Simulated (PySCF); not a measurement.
H4MgNO (SMILES [NH3+][Mg][OH]) (charge +1)

| atom | x (Å) | y (Å) | z (Å) |
| --- | --- | --- | --- |
| O | -0.7764 | -1.2240 | 1.1242 |
| Mg | -1.2851 | -0.1147 | -0.0760 |
| N | 0.5659 | 0.7142 | -0.6438 |
| H | -1.2521 | -1.8378 | 1.6899 |
| H | 0.8183 | 0.6503 | -1.6342 |
| H | 1.2195 | 0.1286 | -0.1141 |
| H | 0.7098 | 1.6834 | -0.3459 |

Geometry: GFN2-xTB.

Theory: PySCF, PBE0/pcSseg-1, SCF density, gas phase, non-relativistic.

What will maps of the electron density and electron localisation function show?

Answer. Mg–O (1.71 Å): ρ is about 0.72 e/Å³ halfway; the ELF peaks at about 0.85 in the valence shell of O, 0.6 Å from its nucleus, and is about 0.20 at the midpoint: a closed-shell, largely ionic contact.
Mg–N (2.11 Å): ρ is about 0.37 e/Å³ halfway; the ELF peaks at about 0.95 in the valence shell of N, 0.7 Å from its nucleus, and is about 0.55 at the midpoint.
O–H (0.96 Å): ρ is about 3.6 e/Å³ halfway; the ELF climbs to about 1 towards the hydrogen, as it does in any bond to H; an ordinary covalent bond to hydrogen.
N–H (1.03 Å): ρ is about 2.8 e/Å³ halfway; the ELF climbs to about 1 towards the hydrogen (an ordinary covalent bond to hydrogen).

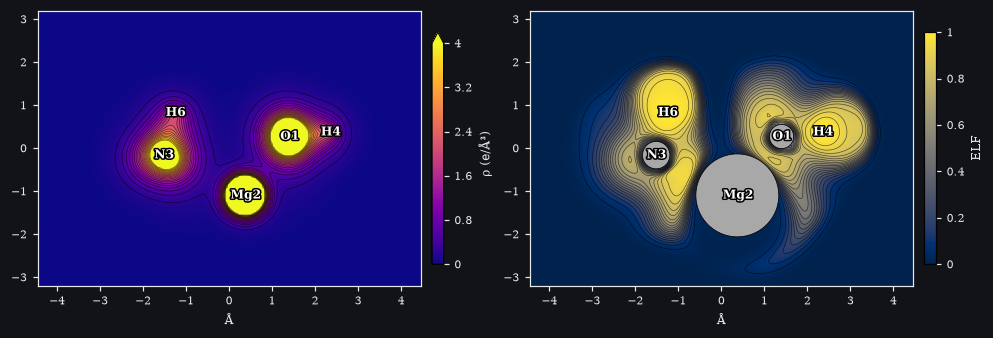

Computed electron density and electron localisation function on the plane of atoms Mg2, O1 and H4, in this order. Grey discs cover the atomic cores in the ELF map. 
